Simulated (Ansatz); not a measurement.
# One shape, several levels: HNO (nitroxyl)

Wanted: a comparison of 6 runs (UHF/STO-3G, PBE0/STO-3G, UPBE/STO-3G, revPBE/STO-3G, UMP2/STO-3G, CCSD/STO-3G) of HNO (nitroxyl). 

The calculation is run with Ansatz 0.2.0.

52 further runs of the same task are left out: 1 that didn't finish, 51 set aside as unsound or not needed.

**1. The system as given**

The species is HNO (3 atoms), meant as a singlet with charge 0. SMILES: `N=O`. The H3–N1 distance was set to 1.593 Å, away from the relaxed value. At this shape a bond of the SMILES string is far longer than usual.

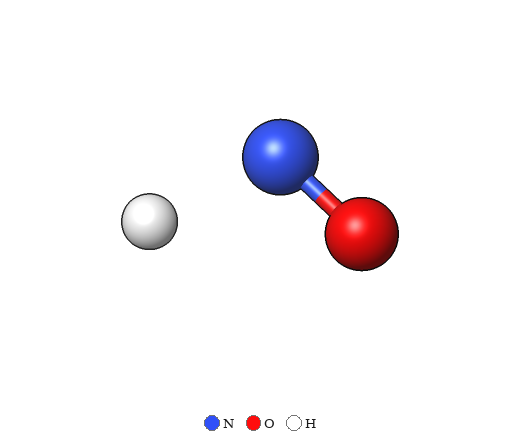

The structure, seen from a chosen angle (nitrogen blue, oxygen red, hydrogen white).

**2. The energy at UHF/STO-3G (run 1)**

Contents of input.yaml:

```yaml
crystal:
  periodic: [false, false, false]
  atoms:
    - {symbol: "N", position_ang: [-0.167594, 0.803431, 0.003516]}
    - {symbol: O, position_ang: [0.876926, 0.924241, 0.584446]}
    - {symbol: H, position_ang: [-0.492640, -0.715240, -0.351380]}
basis:
  gaussian:
    orbitals: STO-3G
accuracy: high
hamiltonian:
  xc: hf
magnetization:
  spin_polarized: true
  initial_magnetization: 0
```

Command:

```
ansatz run input.yaml --threads 1 --pin off --max-ram 2610MiB --events-out events.jsonl --progress --plain --runs-dir runs
```

The log of the run:

```text
Warning: RAYON_NUM_THREADS=1 ignored (pool sized by the plan → 1); use --threads N
Functional definition: HF
  name "HF"
  exchange = exact_x
  correlation = 0
168 factors; integrals over basis functions are off by at most 4.1e-8 eV
mean field evaluation 1: about -3480.5180 eV, gradient 1.3e1 eV
mean field evaluation 2: about -3480.5849 eV, gradient 1.3e1 eV
mean field evaluation 4: about -3482.1006 eV, gradient 1.5e0 eV
mean field evaluation 8: about -3482.1382 eV, gradient 7.9e-2 eV
mean field evaluation 16: about -3482.4742 eV, gradient 2.0e0 eV
mean field evaluation 32: about -3483.3901 eV, gradient 1.6e-6 eV
mean field evaluation 64: about -3483.3041 eV, gradient 1.2e0 eV
mean field evaluation 96: about -3482.0715 eV, gradient 2.4e0 eV
mean field evaluation 128: about -3483.2697 eV, gradient 7.1e-1 eV
mean field -3483.39010765 eV, -128.0122253294 hartree, gradient 1.2e-8 eV, S^2 1.069680; 8 other end points of the search recorded, 0 dependent functions left out
reference -3483.39010765 eV, -128.0122253294 hartree; 8, 8 occupied and 3, 3 virtual orbitals, 168 factors
Total energy: -3483.39010765 eV, -128.0122253294 hartree
```

It took 0.12 s on 1 thread of Arm Neoverse V2, shared host.

**3. The energy at PBE0/STO-3G (run 2)**

Contents of input.yaml:

```yaml
crystal:
  periodic: [false, false, false]
  atoms:
    - {symbol: N, position_ang: [-0.167594, 0.803431, 0.003516]}
    - {symbol: O, position_ang: [0.876926, 0.924241, 0.584446]}
    - {symbol: H, position_ang: [-0.492640, -0.715240, -0.351380]}
basis:
  gaussian:
    orbitals: STO-3G
hamiltonian:
  xc: pbe0
accuracy: high
```

Command:

```
ansatz run input.yaml --threads 1 --pin off --max-ram 2610MiB --events-out events.jsonl --progress --plain --runs-dir runs
```

The log of the run:

```text
Warning: RAYON_NUM_THREADS=1 ignored (pool sized by the plan → 1); use --threads N
Functional definition: PBE0
  name "PBE0"
  parameter a = 0.25
  parameter kappa = 0.804
  parameter beta = 0.06672455060314922
  exchange = (1 - a)*pbe_x(kappa = kappa, mu = beta*pi^2/3) + a*exact_x
  correlation = pbe_c(beta = beta)
168 factors; integrals over basis functions are off by at most 4.1e-8 eV
mean field evaluation 1: about -3496.1110 eV, gradient 1.5e1 eV
mean field evaluation 2: about -3494.5911 eV, gradient 2.0e1 eV
mean field evaluation 4: about -3497.3617 eV, gradient 1.8e0 eV
mean field evaluation 8: about -3497.3438 eV, gradient 7.6e-2 eV
mean field evaluation 16: about -3497.3439 eV, gradient 2.6e-8 eV
mean field -3497.34386353 eV, -128.5250163999 hartree, gradient 2.5e-8 eV, S^2 0.000000; 0 other end points of the search recorded, 0 dependent functions left out
reference -3497.34386434 eV, -128.5250164297 hartree; 8, 8 occupied and 3, 3 virtual orbitals, 168 factors
Total energy: -3497.34386434 eV, -128.5250164297 hartree
```

Wall time 0.36 s (1 thread of Arm Neoverse V2, shared host).

Runs 3 to 5 aren't shown in full; the table further down has their settings and results.

**4. The energy at CCSD/STO-3G (run 6)**

Contents of input.yaml:

```yaml
crystal:
  periodic: [false, false, false]
  atoms:
    - symbol: "N"
      position_ang: [-0.167594, 0.803431, 0.003516]
    - symbol: O
      position_ang: [0.876926, 0.924241, 0.584446]
    - symbol: H
      position_ang: [-0.492640, -0.715240, -0.351380]
basis:
  gaussian:
    orbitals: STO-3G
correlation:
  method: ccsd
  frozen_orbitals: {H: 0, "N": 1, O: 1}
accuracy: high
scf:
  omitted_lower_state_checks: [cluster_reference, increment]
```

Command:

```
ansatz run input.yaml --threads 1 --pin off --max-ram 2610MiB --events-out events.jsonl --progress --plain --runs-dir runs
```

The log of the run:

```text
Warning: RAYON_NUM_THREADS=1 ignored (pool sized by the plan → 1); use --threads N
[... 11 lines left out ...]
2 core orbitals not correlated: weight in the atoms' cores, before any rotation towards them, 1.000 or more for the frozen orbitals, at most 0.000 for the correlated occupied ones
[... 27 lines left out ...]
Total energy: -3487.59049038 eV, -128.1665865477 hartree
Checks for a lower state left out: cluster_reference, increment
```

Wall time 0.1 s (1 thread of Arm Neoverse V2, shared host).

**5. All runs side by side**

| run | level | frozen core orbitals | energy (Eh) | wall time |
| --- | --- | --- | --- | --- |
| 1 | UHF/STO-3G | – | -128.012225 | 0.12 s |
| 2 | PBE0/STO-3G | – | -128.525016 | 0.36 s |
| 3 | UPBE/STO-3G | – | -128.533235 | 1.1 s |
| 4 | revPBE/STO-3G | – | -128.652410 | 0.58 s |
| 5 | UMP2/STO-3G | 2 | -128.086704 | 0.18 s |
| 6 | CCSD/STO-3G | 2 | -128.166587 | 0.1 s |

**6. Results**

| quantity | value |
| --- | --- |
| run 6: total energy | -128.16659 Eh |
| run 6: correlation energy (2 core orbitals frozen) | -200.4 mEh |
| run 6: T1 diagnostic | 0.024 |

In words: Below the UHF energy at the same shape and in the same basis (STO-3G): UMP2 -74.5 mEh; CCSD -154.4 mEh. Some of these start from another determinant than that one, so these aren't their correlation energies. Totals of different functionals can't be ranked against each other. In run 6 the log says that unrestricted orbitals would lower the reference, so the values rest on an unstable closed-shell determinant (other closed-shell runs at this shape may share the fault). In runs 1, 2, 3, 4, 5, 6 the basis is minimal, so the values are rough. Spin contamination of the reference: run 1 ⟨S²⟩ = 1.07, run 5 ⟨S²⟩ = 1.07. Where it is this large, the reference is a mixture of spin states, and values that rest on it are in doubt. All runs together took 2.5 s, the longest 1.1 s.
